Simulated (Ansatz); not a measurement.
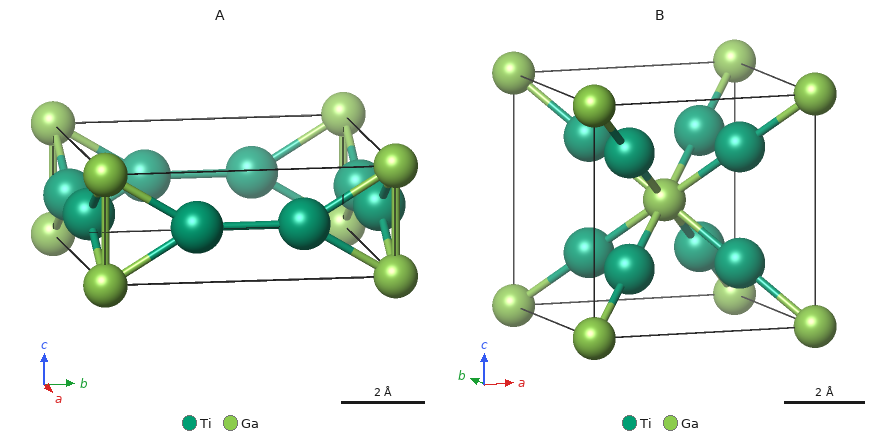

Two structures of Ti$_{4}$Ga, each relaxed to rest (conventional cells in solid outline, small ones repeated, not to one scale). Method: DFT PBE, scalar-relativistic, plane waves, PAW (Ansatz 0.2.0), with collinear spins.

Characterise the two forms.

Answer. A: 5 atoms a cell on a primitive tetragonal lattice, P4/mmm. B: 10 atoms a cell on a body-centred cubic lattice, Im-3m.

A or B: which is lower in energy?

Answer. B is lower, by 433 meV/atom at this level of theory (energies at zero smearing). Volumes: A 27.5, B 20.4 Å³/atom.

One or both may be structure types tried for this composition rather than known phases.
